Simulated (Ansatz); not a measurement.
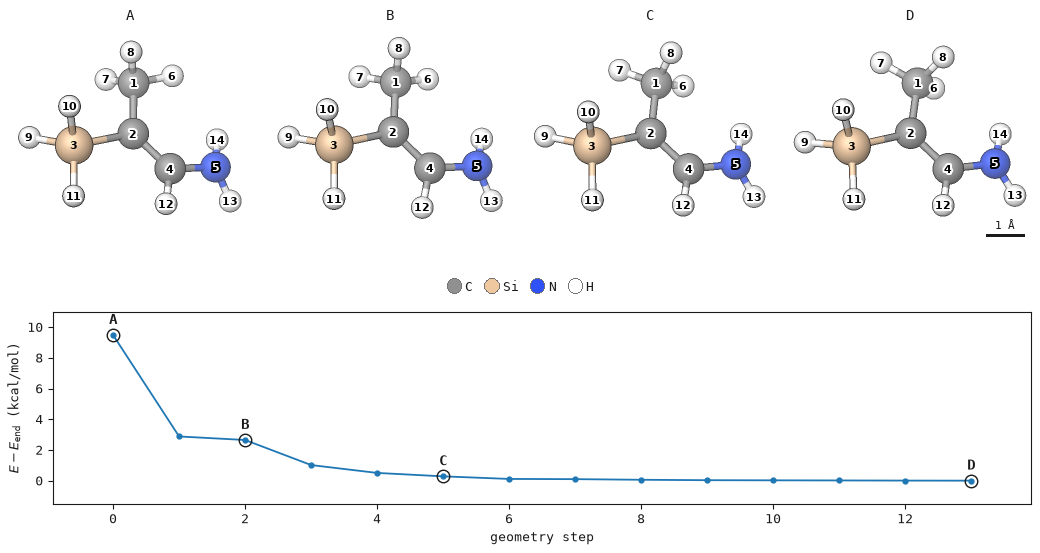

Frames of a relaxation of C3H9NSi (coarse preliminary run), marked on the history of the run. A ball-and-stick model, seen at a tilt.

The start comes from a force field.

Method: RKS PBE-D4/def2-SVP in Ansatz. Settings: force threshold 0.03 eV/Å; at most 200 steps.

What happens along the run?

After 13 geometry steps the energy has fallen by 9.48 kcal/mol. Largest force component: 2.9 eV/Å at the start, 0.0093 eV/Å at the end. The forces were under the threshold at step 9, but the run went on from there. H8 moves most after the best rigid fit: 0.90 Å. By element the largest moves are H 0.90 Å, C 0.14 Å, N 0.12 Å, Si 0.07 Å. Among the contacts that change: C1–H6 1.173 → 1.115 Å, C4–H12 1.049 → 1.104 Å, Si3–H11 1.465 → 1.508 Å, N5–H14 1.063 → 1.021 Å. Among the angles between lasting bonds that change: C1–C2–C4 129.0° → 120.5°, C1–C2–Si3 112.0° → 120.4°, H7–C1–H8 111.9° → 106.6°. Groups turn about C1–C2 by about 45°. From step 0 to 2: H6 moves most (0.30 Å), energy −6.83 kcal/mol. From step 2 to 5: H8 moves most (0.34 Å), energy −2.37 kcal/mol. From step 5 to 13: H atoms move most (0.34 Å), energy −0.28 kcal/mol.
